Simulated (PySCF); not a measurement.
## Atomic calculation, with input and output: Rb

- system: Rb, configuration 1s2 2s2 2p6 3s2 3p6 3d10 4s2 4p6 5s1, multiplicity 2.
- method: unrestricted HF, jorge-DZP-DKH, spin-free X2C-1e, Gaussian nucleus (PySCF)

**Log (extracts)**
```
damping factor = 0
level_shift factor = 0
DIIS = <class 'pyscf.scf.diis.CDIIS'>
diis_start_cycle = 1
diis_space = 10
diis_damp = 0
SCF conv_tol = 1e-09
SCF conv_tol_grad = None
number electrons alpha = 19  beta = 18
cycle= 1 E= -2978.84060004517  delta_E= -3.96e-11  |g|= 1.35e-06  |ddm|= 5.18e-05
converged SCF energy = -2978.84060004517  <S^2> = 0.75026265  2S+1 = 2.0002626
```

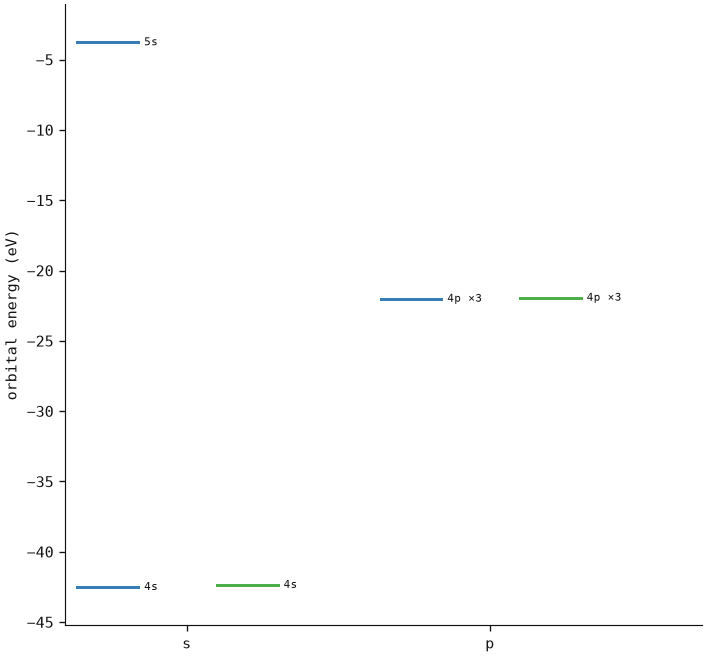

Orbital energies of the mean field, from the top down to −42.5 eV, by angular momentum, α spin at the left of each column and β at the right; ×n counts the orbitals under one label. The highest filled orbital is 5s α at −3.78 eV, the lowest empty one p α at 0.302 eV.

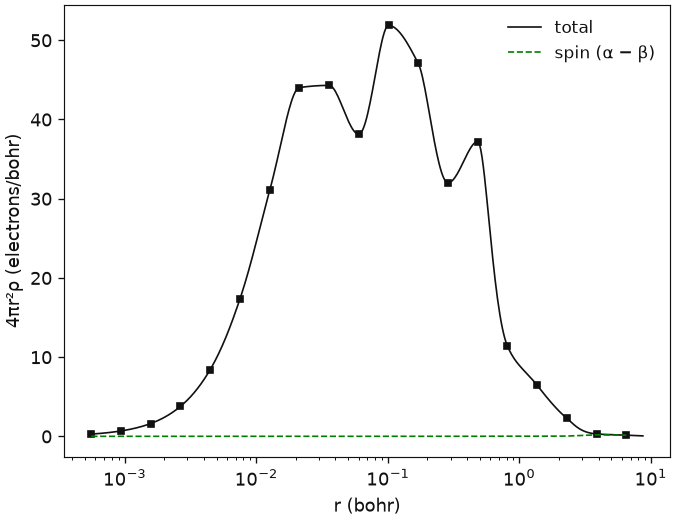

Spherically averaged radial density 4πr²ρ of the mean field and its spin part; markers are the stored points, which are sparse, and the line is a monotone interpolation between them. The largest stored value is 51.9 electrons/bohr at r = 0.10 bohr. Root-mean-square radii of the shells: 3s 0.545, 3p 0.556, 3d 0.578, 4s 1.59, 4p 1.86, 5s 6.00 bohr.

**Input**
```python
from pyscf import gto, scf, dft, mp, cc
import basis_set_exchange as bse
mol = gto.M(atom="Rb 0 0 0", charge=0, spin=1, symmetry="D2h",
            basis=gto.basis.parse(bse.get_basis("jorge-DZP-DKH", elements=["Rb"], fmt="nwchem", header=False)),
            nucmod="G")
mf = scf.UHF(mol).sfx2c1e()
mf.irrep_nelec = {'Ag': (7, 6), 'B1g': (1, 1), 'B2g': (1, 1), 'B3g': (1, 1), 'B1u': (3, 3), 'B2u': (3, 3), 'B3u': (3, 3)}
mf.kernel()
```

The script is an equivalent of what the driver set up; the driver started from orbitals of its own, so the log can be shorter than this script's would be, and it computed the properties (radii, ⟨L²⟩, response) afterwards. It held the occupations shell by shell, which the script's counts by irreducible representation don't always enforce.

The run was one of a batch that the task file lists, launched with:
```bash
OMP_NUM_THREADS=1 python <driver script> TASK.json OUT
```

**Summary**

```
      quantity                                                                 value
       outcome                                                             converged
  total energy                                                    −2978.8406 hartree
          ⟨S²⟩                                                                 0.750
SCF iterations                                                                     1
      hardware  1 thread of Arm Neoverse V1, 23 GiB of memory available, shared host
```

**Notes**

Radii and densities are those of the two-component orbitals, without the picture-change correction, so the innermost s shells come out slightly too small (about 1 % for 1s near Z = 40, more for heavier atoms).
